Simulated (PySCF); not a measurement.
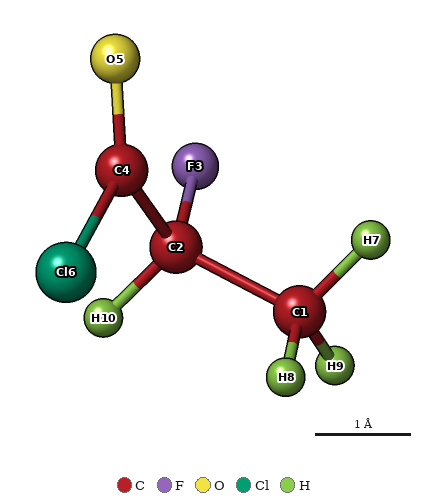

Figure 1. The structure as given in the input (ball-and-stick view, seen at a tilt; atoms are numbered from 1 in the order of the input). Bond lengths as drawn: C–C 1.51 to 1.52 Å, C–Cl 1.79 Å, C–F 1.36 Å, C–H 1.10 Å and C–O 1.18 Å.

# C3H4ClFO: a changed input and its effect

System: C3H4ClFO.
Method of run A: GIAO PBE0/pcSseg-1 NMR shielding, non-relativistic, IEF-PCM benzene (PySCF 2.14.0).

The geometry comes from this level: PBE0-D3(BJ)/def2-SVP. Text and figures count atoms from 1; the logs count them from 0 in places.

## Input file, run A
```
{"job": {"kind": "nmr", "xc": "PBE0", "basis": "pcSseg-1", "solvent": "benzene", "pop": true}, "charge": 0, "multiplicity": 1}
C     -0.879064     1.224099     0.985587
C      0.423202     0.728621     0.391134
F      0.432055    -0.634548     0.357920
C      1.627287     1.181994     1.199908
O      2.330858     0.507016     1.860596
Cl     1.874318     2.948518     1.043837
H     -0.998115     0.826924     2.004289
H     -0.902910     2.320308     1.019830
H     -1.714294     0.866957     0.367921
H      0.557773     1.113186    -0.636002
```

The first line tells a small driver script what to run in PySCF; the rest is the geometry in Å.

Command:
```bash
OMP_NUM_THREADS=1 python <driver script> task.json out
```

Hardware: 1 CPU thread, shared host.

## Output (run A)
```
coarse grid: 9536 points
cycle   1  E = -751.2788779330  dE =  8.287e-01  |g| = 9.052e-01  |ddm| = 2.739e+00
cycle   2  E = -750.7537211971  dE =  5.252e-01  |g| = 1.925e+00  |ddm| = 1.732e+00
cycle   3  E = -751.4272580545  dE = -6.735e-01  |g| = 1.881e-01  |ddm| = 1.295e+00
cycle   4  E = -751.4334892917  dE = -6.231e-03  |g| = 8.394e-02  |ddm| = 2.134e-01
cycle   5  E = -751.4347201489  dE = -1.231e-03  |g| = 1.609e-02  |ddm| = 6.627e-02
cycle   6  E = -751.4347721750  dE = -5.203e-05  |g| = 5.041e-03  |ddm| = 1.454e-02
cycle   7  E = -751.4347769554  dE = -4.780e-06  |g| = 1.275e-03  |ddm| = 3.739e-03
final grid: 89672 points
cycle   8  E = -751.4860617860  dE = -8.794e-06  |g| = 1.339e-02  |ddm| = 2.024e-02
cycle   9  E = -751.4859716851  dE =  9.010e-05  |g| = 2.594e-02  |ddm| = 2.399e-02
cycle  10  E = -751.4860942190  dE = -1.225e-04  |g| = 2.082e-03  |ddm| = 1.645e-02
cycle  11  E = -751.4860951174  dE = -8.984e-07  |g| = 3.138e-04  |ddm| = 1.422e-03
cycle  12  E = -751.4860951326  dE = -1.521e-08  |g| = 1.156e-04  |ddm| = 2.753e-04
cycle  13  E = -751.4860951344  dE = -1.847e-09  |g| = 2.469e-05  |ddm| = 7.766e-05
cycle  14  E = -751.4860951345  dE = -1.035e-10  |g| = 5.600e-06  |ddm| = 2.432e-05
converged SCF energy = -751.4860951345

GIAO shielding tensors (ppm)
atom      isotropic    diamagn.    paramagn.     s11        s22        s33       span
  0 C      165.014     248.119     -83.105    144.771    166.240    184.031     39.260
  1 C       91.174     239.373    -148.199     56.614     76.217    140.690     84.076
  2 F      372.872     477.203    -104.330    337.613    382.406    398.597     60.985
  3 C        1.913     254.240    -252.327   -112.394     40.800     77.332    189.727
  4 O     -238.182     395.184    -633.365   -618.789   -370.723    274.966    893.755
  5 Cl     518.593    1144.475    -625.882    127.601    462.690    965.487    837.886
  6 H       29.683      28.370       1.313     26.394     27.772     34.882      8.488
  7 H       29.493      27.400       2.093     24.713     29.477     34.289      9.577
  8 H       29.420      29.150       0.269     25.848     26.815     35.596      9.748
  9 H       26.264      28.073      -1.808     22.646     27.018     29.129      6.482
```

For run B the input was changed thus:
```diff
-"solvent": "benzene"
-"pop": true
+"solvent": "water"
+"pop": false
```

What does this change do to the results?

The total energy of run B is 2.8 kcal/mol lower: the change of the electrostatic solvation energy at this fixed geometry, without cavity or dispersion terms. The dipole moment goes from 3.26 to 3.68 D. Of all shieldings, the largest change is that of O5, by +18.6 ppm. The number of SCF iterations is the same.

## Output (run B)
```
coarse grid: 9536 points
cycle   1  E = -751.2902564564  dE =  8.175e-01  |g| = 8.893e-01  |ddm| = 2.739e+00
cycle   2  E = -750.8471813579  dE =  4.431e-01  |g| = 1.801e+00  |ddm| = 1.581e+00
cycle   3  E = -751.4334347370  dE = -5.863e-01  |g| = 1.684e-01  |ddm| = 1.155e+00
cycle   4  E = -751.4383164363  dE = -4.882e-03  |g| = 7.301e-02  |ddm| = 1.763e-01
cycle   5  E = -751.4392112874  dE = -8.949e-04  |g| = 1.407e-02  |ddm| = 5.429e-02
cycle   6  E = -751.4392492946  dE = -3.801e-05  |g| = 4.359e-03  |ddm| = 1.245e-02
cycle   7  E = -751.4392527236  dE = -3.429e-06  |g| = 1.089e-03  |ddm| = 3.068e-03
final grid: 89672 points
cycle   8  E = -751.4905391821  dE = -1.100e-05  |g| = 1.287e-02  |ddm| = 2.000e-02
cycle   9  E = -751.4904656552  dE =  7.353e-05  |g| = 2.393e-02  |ddm| = 2.194e-02
cycle  10  E = -751.4905691770  dE = -1.035e-04  |g| = 1.899e-03  |ddm| = 1.460e-02
cycle  11  E = -751.4905699177  dE = -7.407e-07  |g| = 2.978e-04  |ddm| = 1.283e-03
cycle  12  E = -751.4905699318  dE = -1.414e-08  |g| = 1.059e-04  |ddm| = 2.440e-04
cycle  13  E = -751.4905699333  dE = -1.512e-09  |g| = 2.452e-05  |ddm| = 7.006e-05
cycle  14  E = -751.4905699334  dE = -1.044e-10  |g| = 5.254e-06  |ddm| = 2.275e-05
converged SCF energy = -751.4905699334

GIAO shielding tensors (ppm)
atom      isotropic    diamagn.    paramagn.     s11        s22        s33       span
  0 C      165.237     248.133     -82.896    144.595    166.743    184.373     39.777
  1 C       90.206     239.486    -149.280     54.606     76.216    139.794     85.188
  2 F      377.191     477.644    -100.453    342.497    386.131    402.947     60.449
  3 C       -1.174     254.430    -255.605   -113.924     40.715     69.686    183.610
  4 O     -219.584     395.987    -615.571   -584.957   -351.118    277.322    862.279
  5 Cl     518.475    1144.407    -625.933    128.053    461.460    965.911    837.858
  6 H       29.649      28.321       1.328     26.324     27.748     34.874      8.550
  7 H       29.396      27.263       2.133     24.582     29.334     34.272      9.690
  8 H       29.302      29.049       0.253     25.691     26.664     35.552      9.862
  9 H       25.988      27.783      -1.795     22.403     26.714     28.846      6.442
```

## The two runs side by side

| quantity | run A | run B |
| --- | --- | --- |
| outcome | converged | converged |
| total energy (hartree) | −751.486095 | −751.490570 |
| HOMO (eV) | −8.84 | −8.84 |
| LUMO (eV) | −1.31 | −1.27 |
| dipole moment (D) | 3.26 | 3.68 |
| shielding of C1 (ppm) | 165.0 | 165.2 |
| shielding of C2 (ppm) | 91.2 | 90.2 |
| shielding of F3 (ppm) | 372.9 | 377.2 |
| shielding of C4 (ppm) | 1.9 | −1.2 |
| shielding of O5 (ppm) | −238.2 | −219.6 |
| shielding of Cl6 (ppm) | 518.6 | 518.5 |
| shielding of H10 (ppm) | 26.3 | 26.0 |
| SCF iterations | 14 | 14 |
| basis functions | 129 | 129 |
| wall time (shared host) | 10 s | 8.7 s |
